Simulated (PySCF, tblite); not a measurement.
**C6H7 radical: geometry, infrared bands and EPR parameters**

Wanted: the infrared bands and EPR parameters of C6H7 radical (`C=[C][C@H]1C=C1C`), by calculation.

The runs use tblite 0.8.0 and PySCF 2.14.0, with density-fitted response routines of our own; the level of theory stands in each step. All values are computed, except where a source is named. Atoms are numbered from 0 throughout.

**1. The molecule as given**

13 atoms, charge 0, multiplicity 2; geometry from: force field or distance geometry start.

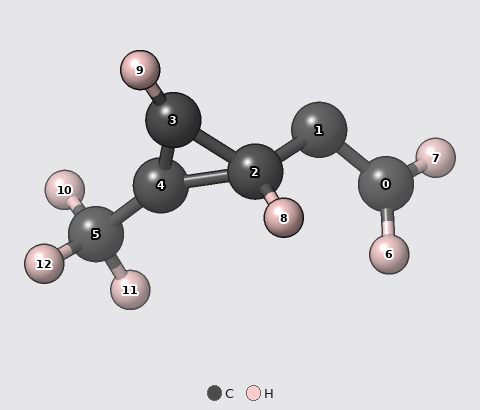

The starting geometry (carbon dark grey, hydrogen pink), atoms numbered.

**2. Geometry optimisation with GFN2-xTB**

The job: settings as JSON, then the geometry in Å.

```
{"job": {"kind": "relax", "xc": "GFN2-xTB", "basis": "xTB"}, "charge": 0, "multiplicity": 2}
C      2.336200    -0.957000    -0.356600
C      1.504100    -0.114300    -1.029500
C      0.617600     0.733300    -0.198900
C     -0.446200     1.559300    -0.859400
C     -0.845800     0.419000    -0.253400
C     -1.981900    -0.501200     0.082500
H      2.311500    -0.979300     0.736300
H      3.021000    -1.605400    -0.903500
H      1.050700     1.161600     0.714400
H     -0.779200     2.415600    -1.403500
H     -2.458800    -0.940800    -0.808800
H     -1.630800    -1.312300     0.733600
H     -2.702900     0.122100     0.667900
```

Run with:

```sh
OMP_NUM_THREADS=1 python probes_run.py task.json out
```

The driver reads the jobs from task.json and runs them one after another.

Log:

```text
step      E/eV     max force
  0    -440.14384    4.152
  1    -440.38465    2.651
  2    -440.51976    0.877
  3    -440.55769    0.884
  4    -440.58454    0.647
  5    -440.59929    0.533
  6    -440.62785    0.389
  7    -440.64178    0.358
  8    -440.66208    0.294
  9    -440.67767    0.322
 10    -440.69311    0.315
 11    -440.70507    0.296
 12    -440.71401    0.246
 13    -440.71992    0.239
 14    -440.72588    0.257
 15    -440.73202    0.196
 16    -440.73748    0.189
 17    -440.74210    0.188
 18    -440.74658    0.196
 19    -440.75191    0.212
 20    -440.75797    0.248
 21    -440.76320    0.217
 22    -440.76709    0.152
 23    -440.77042    0.129
 24    -440.77337    0.123
 25    -440.77576    0.124
 26    -440.77745    0.138
 27    -440.77860    0.110
 28    -440.77948    0.074
 29    -440.78027    0.101
 30    -440.78118    0.098
 31    -440.78252    0.108
 32    -440.78405    0.145
 33    -440.78581    0.136
 34    -440.78775    0.105
 35    -440.78999    0.118
 36    -440.79270    0.134
 37    -440.79516    0.127
 38    -440.79646    0.149
 39    -440.79803    0.088
 40    -440.79917    0.091
 41    -440.80018    0.097
 42    -440.80120    0.081
 43    -440.80245    0.101
 44    -440.80365    0.120
 45    -440.80513    0.125
 46    -440.80734    0.148
 47    -440.81029    0.195
 48    -440.81088    0.295
 49    -440.81399    0.189
 50    -440.81553    0.131
 51    -440.81688    0.101
 52    -440.81795    0.113
 53    -440.81896    0.109
 54    -440.81990    0.082
 55    -440.82076    0.074
 56    -440.82185    0.105
 57    -440.82257    0.142
 58    -440.82467    0.171
 59    -440.82670    0.161
 60    -440.82781    0.080
 61    -440.82815    0.059
 62    -440.82851    0.049
 63    -440.82894    0.060
 64    -440.82925    0.048
 65    -440.82975    0.045
 66    -440.83024    0.060
 67    -440.83071    0.068
 68    -440.83122    0.061
 69    -440.83175    0.053
 70    -440.83242    0.104
 71    -440.83304    0.079
 72    -440.83399    0.056
 73    -440.83452    0.069
 74    -440.83565    0.052
 75    -440.83646    0.073
 76    -440.83692    0.063
 77    -440.83722    0.045
 78    -440.83745    0.027
 79    -440.83765    0.051
 80    -440.83780    0.027
 81    -440.83791    0.028
 82    -440.83800    0.029
 83    -440.83817    0.039
 84    -440.83849    0.055
 85    -440.83899    0.071
 86    -440.83954    0.080
 87    -440.83994    0.079
 88    -440.84019    0.065
 89    -440.84050    0.052
 90    -440.84099    0.061
 91    -440.84155    0.063
 92    -440.84205    0.052
 93    -440.84244    0.051
 94    -440.84264    0.041
 95    -440.84292    0.043
 96    -440.84309    0.051
 97    -440.84318    0.024
 98    -440.84325    0.018
 99    -440.84330    0.017
100    -440.84335    0.024
101    -440.84344    0.031
102    -440.84357    0.040
103    -440.84372    0.046
104    -440.84389    0.045
105    -440.84405    0.039
106    -440.84422    0.039
107    -440.84443    0.032
108    -440.84466    0.043
109    -440.84493    0.056
110    -440.84536    0.067
111    -440.84632    0.084
112    -440.84758    0.111
113    -440.81952    0.837
114    -440.84929    0.073
115    -440.85012    0.134
116    -440.85160    0.059
117    -440.85236    0.041
118    -440.85268    0.080
119    -440.85287    0.043
120    -440.85326    0.047
121    -440.85359    0.049
122    -440.85397    0.069
123    -440.85423    0.038
124    -440.85448    0.064
125    -440.85468    0.033
126    -440.85486    0.023
127    -440.85507    0.028
128    -440.85523    0.022
129    -440.85529    0.013
130    -440.85532    0.017
131    -440.85533    0.012
132    -440.85534    0.009
```

It took 0.44 s on 1 thread of Arm Neoverse V2, shared host.

Step by step: (not every step is listed)

| step | energy from step 0 (eV) | largest force (eV/Å) |
| --- | --- | --- |
| 0 | 0.0000 | 4.1523 |
| 1 | -0.2408 | 2.6514 |
| 2 | -0.3759 | 0.8772 |
| 3 | -0.4138 | 0.8836 |
| 4 | -0.4407 | 0.6471 |
| 5 | -0.4554 | 0.5334 |
| 6 | -0.4840 | 0.3891 |
| 7 | -0.4979 | 0.3585 |
| 8 | -0.5182 | 0.2940 |
| 19 | -0.6081 | 0.2116 |
| 30 | -0.6373 | 0.0982 |
| 41 | -0.6563 | 0.0973 |
| 52 | -0.6741 | 0.1129 |
| 63 | -0.6851 | 0.0603 |
| 74 | -0.6918 | 0.0522 |
| 85 | -0.6952 | 0.0712 |
| 96 | -0.6993 | 0.0511 |
| 107 | -0.7006 | 0.0323 |
| 118 | -0.7088 | 0.0800 |
| 127 | -0.7112 | 0.0283 |
| 128 | -0.7114 | 0.0217 |
| 129 | -0.7115 | 0.0131 |
| 130 | -0.7115 | 0.0173 |
| 131 | -0.7115 | 0.0122 |
| 132 | -0.7115 | 0.0086 |

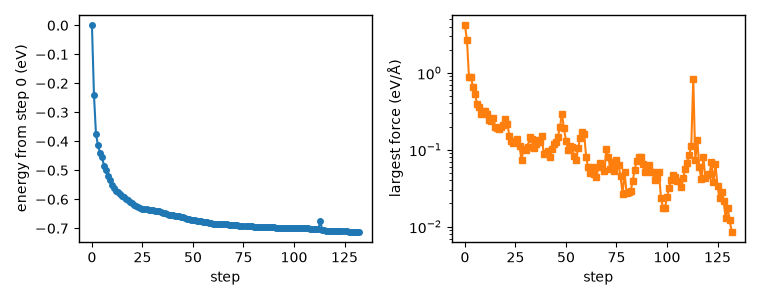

Energy and largest force along the relaxation.

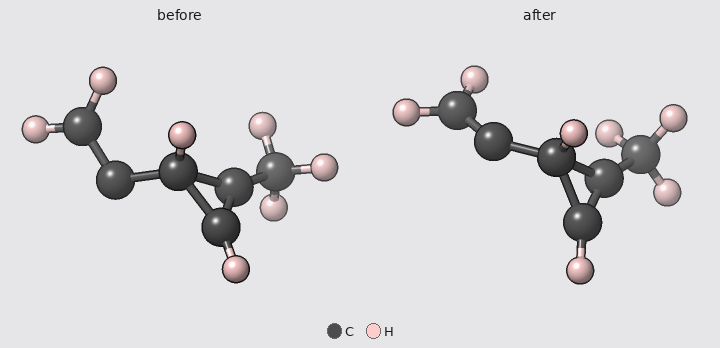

Before and after, at one scale.

Close pairs (by a distance rule), those that changed most:

| bond | before (Å) | after (Å) | change (Å) |
| --- | --- | --- | --- |
| C0–C1 | 1.362 | 1.295 | -0.067 |
| C1–C2 | 1.481 | 1.422 | -0.059 |
| C3–C4 | 1.352 | 1.297 | -0.054 |
| C2–C4 | 1.498 | 1.537 | +0.039 |
| C4–C5 | 1.500 | 1.463 | -0.037 |
| C5–H12 | 1.118 | 1.091 | -0.028 |
| C2–C3 | 1.500 | 1.518 | +0.018 |
| C5–H10 | 1.102 | 1.090 | -0.013 |

The final coordinates are the input of the step that follows.

**3. Harmonic vibrations with GFN2-xTB**

The job: settings as JSON, then the geometry in Å.

```
{"job": {"kind": "ir", "xc": "GFN2-xTB", "basis": "xTB"}, "charge": 0, "multiplicity": 2}
C      2.226025    -0.972842    -0.265712
C      1.673428     0.195061    -0.353367
C      0.535022     0.992160    -0.050054
C     -0.445249     1.388430    -1.139299
C     -0.886872     0.479165    -0.326030
C     -1.867723    -0.503110     0.135850
H      1.779956    -1.822752     0.258213
H      3.194479    -1.183096    -0.698724
H      0.690701     1.694323     0.769564
H     -0.565743     2.013655    -1.989618
H     -2.764138    -0.474363    -0.483120
H     -1.433949    -1.502430     0.090277
H     -2.140326    -0.303715     1.173043
```

Log:

```text
mode    cm-1     km/mol
  1      83.0      2.15
  2      96.3      0.30
  3     109.1      1.39
  4     250.6      7.63
  5     273.7      2.73
  6     328.7      1.55
  7     472.7      2.08
  8     560.8      2.16
  9     656.3     28.27
 10     659.3      5.30
 11     855.8     20.77
 12     894.6     19.52
 13     932.7      4.21
 14     975.6      6.84
 15     993.0      0.30
 16     994.8     10.51
 17    1026.9      4.50
 18    1068.8     42.84
 19    1150.3     36.00
 20    1286.5      6.85
 21    1384.5      4.42
 22    1399.5      0.46
 23    1454.8      5.86
 24    1461.5      6.92
 25    1815.0     55.73
 26    1885.5     30.70
 27    2837.9     51.68
 28    2936.2     70.46
 29    2991.2     19.59
 30    3002.7     33.77
 31    3005.3     17.25
 32    3028.4     33.91
 33    3218.9     10.19
```

Run time: 0.2 s. Hardware: 1 thread of Arm Neoverse V2, shared host.

The strongest bands and the atoms that carry them (share of the mass-weighted mode):

```csv
cm⁻¹,km/mol,atoms
1069,42.8,"H10 29 %, C4 20 %, C5 17 %"
1150,36.0,"C2 42 %, C3 16 %, C4 14 %, H8 13 %"
1815,55.7,"C1 61 %, C0 35 %"
1886,30.7,"C4 61 %, C3 31 %"
2838,51.7,H6 93 %
2936,70.5,H8 93 %
3003,33.8,"H10 75 %, H11 14 %"
3028,33.9,H7 92 %
```

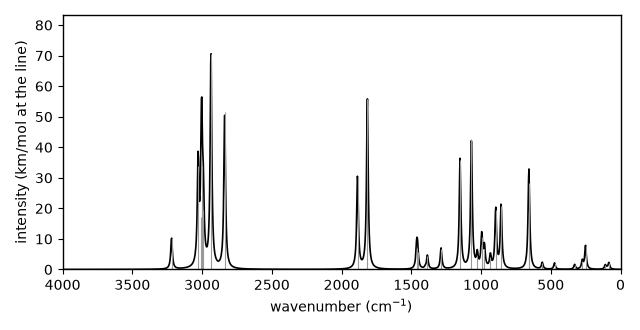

The infrared spectrum from these modes, unscaled. Lines are broadened to a width of 14 cm⁻¹ (Lorentzian).

**4. g tensor and hyperfine couplings: B3LYP/pcH-1**

Same as in step 3 but for these lines:

```diff
@@ -1,2 +1,2 @@
-{"job": {"kind": "ir", "xc": "GFN2-xTB", "basis": "xTB"}, "charge": 0, "multiplicity": 2}
+{"job": {"kind": "epr", "basis": "pcH-1"}, "charge": 0, "multiplicity": 2}
 C      2.226025    -0.972842    -0.265712
```

Level: UKS B3LYP, pcH-1 on C H, non-relativistic, mean-field spin-orbit, GIAO.

Log:

```text
UKS, coarse grid
  cycle   1  E = -232.63566777  |g| = 2.88e-01
  cycle   2  E = -232.64027894  |g| = 2.86e-01
  cycle   3  E = -232.68383919  |g| = 2.48e-02
  cycle   4  E = -232.68406989  |g| = 2.20e-02
  cycle   5  E = -232.68432178  |g| = 7.95e-03
  cycle   6  E = -232.68436854  |g| = 3.71e-03
  cycle   7  E = -232.68438356  |g| = 2.04e-03
  cycle   8  E = -232.68438898  |g| = 1.06e-03
  cycle   9  E = -232.68439103  |g| = 7.04e-04
UKS, final grid
  cycle   1  E = -232.68436659  |g| = 1.18e-03
  cycle   2  E = -232.68436478  |g| = 2.27e-03
  cycle   3  E = -232.68436742  |g| = 1.82e-04
  cycle   4  E = -232.68436745  |g| = 1.01e-04
  cycle   5  E = -232.68436748  |g| = 8.03e-05
  cycle   6  E = -232.68436748  |g| = 1.20e-05
E = -232.68436748 Eh   <S^2> = 0.7592 (exact 0.7500)
g shifts (ppm)      1          2          3
  rmc          -153       -153       -153
  gc             34          9         -6
  oz_so        -635       -240        645
  total        -754       -384        485
hyperfine (MHz)  atom isotope    a_iso     a_fc   dipolar eigenvalues
    0   13C      -6.32      -6.32    -16.12      1.74     14.38
    1   13C     216.11     216.11    -77.00    -58.17    135.17
    2   13C       9.72       9.72     -6.11     -2.95      9.06
    3   13C      42.41      42.41     -5.04     -4.11      9.15
    4   13C      66.97      66.97    -11.15     -9.66     20.81
    5   13C       9.89       9.89     -1.33     -1.15      2.49
    6    1H     169.10     169.10     -4.16     -2.01      6.17
    7    1H     112.90     112.90     -5.93     -4.72     10.65
    8    1H       3.09       3.09     -5.48     -2.86      8.34
    9    1H      19.92      19.92     -2.90     -1.90      4.80
   10    1H      15.25      15.25     -1.49     -0.72      2.21
   11    1H      -0.95      -0.95     -2.21     -0.78      2.99
   12    1H       1.68       1.68     -1.77     -1.36      3.13
```

Run time: 31 s. Hardware: 1 thread of Arm Neoverse V2, shared host; peak memory 0.85 GiB.

Principal g values 2.00156, 2.00194, 2.00280; g(iso) = 2.00210, against 2.00232 for a free electron.

Hyperfine couplings; where a row names several nuclei, a(iso) is their mean (it holds for fast rotation or exchange) and the dipolar term the largest among them:

| nuclei | isotope | a(iso) (MHz) | a(iso) (G, at g = 2.0023) | largest dipolar term (MHz) |
| --- | --- | --- | --- | --- |
| C1 | 13C | 216.1 | 77.1 | 135.2 |
| H6 | 1H | 169.1 | 60.3 | 6.2 |
| H7 | 1H | 112.9 | 40.3 | 10.7 |
| C4 | 13C | 67.0 | 23.9 | 20.8 |
| C3 | 13C | 42.4 | 15.1 | 9.2 |
| H9 | 1H | 19.9 | 7.1 | 4.8 |
| C5 | 13C | 9.9 | 3.5 | 2.5 |
| C2 | 13C | 9.7 | 3.5 | 9.1 |
| C0 | 13C | -6.3 | -2.3 | -16.1 |
| H10, H11, H12 | 1H | 5.3 | 1.9 | 3.1 |
| H8 | 1H | 3.1 | 1.1 | 8.3 |

Mulliken spin populations:

C0 -0.16; C1 0.92; C2 -0.06; C3 0.05; C4 0.09; C5 0.00; H6 0.09; H7 0.04; H8 0.00; H9 0.01; H10 0.01; H11 0.00; H12 0.00

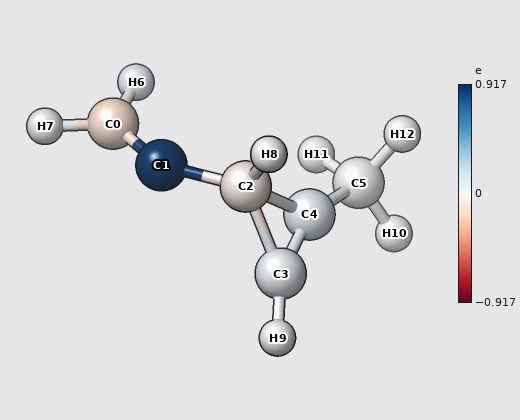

Mulliken spin populations, as colours on the atoms.

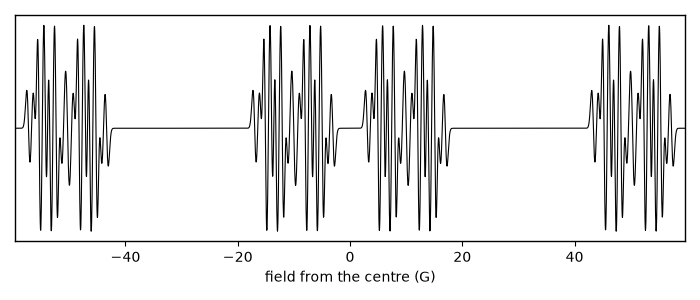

First-order isotropic spectrum (first derivative, main isotopes with spin only, couplings over 0.8 MHz, Gaussian width 0.3 G; couplings of the frozen geometry, rotation of groups not averaged beyond the rows shown).

Orbitals, density, ELF and potential are computed afterwards from the orbital file.

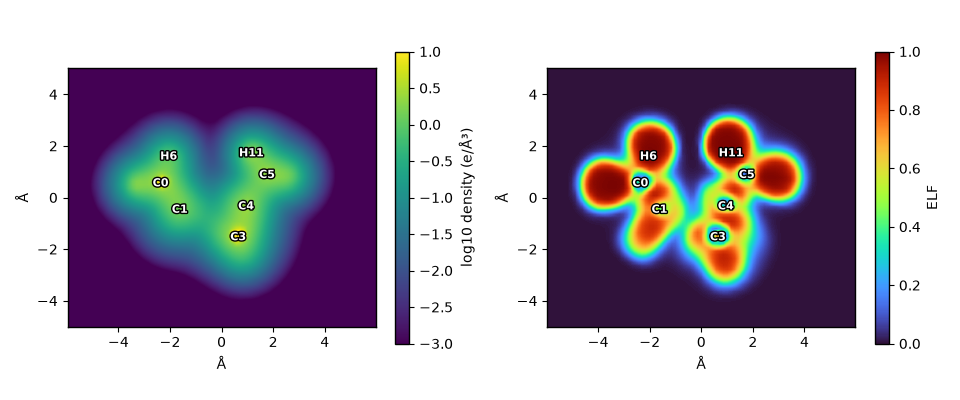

Density (left) and ELF (right) in a plane through or near 7 of the atoms.

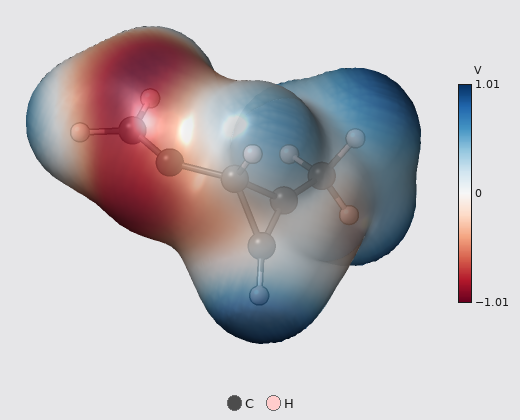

Electrostatic potential on the surface of density 0.002 e/bohr³; red is low, blue high. It runs from -0.92 V near C0 to 1.01 V near H9.

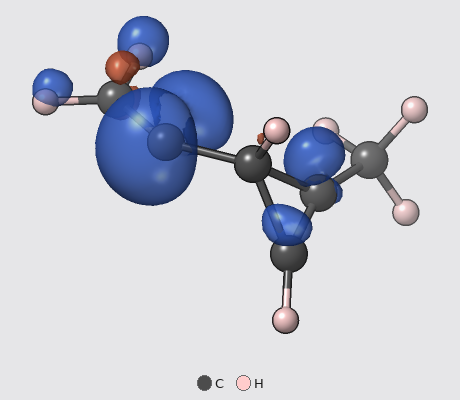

Spin density at ±0.05 e/Å³ (alpha excess blue, beta excess red).

**5. Results**

| quantity | value |
| --- | --- |
| strongest single infrared mode (GFN2-xTB) | 2936 cm⁻¹, 70 km/mol |
| zero-point energy (GFN2-xTB) | 63.0 kcal/mol |
| g(iso) (B3LYP) | 2.00210 |
| ⟨S²⟩ | 0.759 (exact 0.75) |
| largest a(iso) (averaged by class) | 13C on C1, 216.1 MHz |
| potential on the surface of density 0.002 e/bohr³, 1st and 99th percentile | -0.92 V and 1.01 V |

In words: Relaxing lowered the energy by 0.712 eV in 132 steps; the close pair that moved most is C0–C1, from 1.362 to 1.295 Å. No mode is imaginary among the 33: a minimum at this level. The strongest single mode, at 2936 cm⁻¹, moves mainly H8. GFN2-xTB is a fitted tight-binding method: band positions and strengths are rough. Its intensities can rank the bands wrongly. C1 carries the largest spin population, 0.92 e. The isotropic g lies 0.2 ppt below the free-electron value. The conformer search found further structures of the same energy, which may be mirror or relabelled copies of this one.
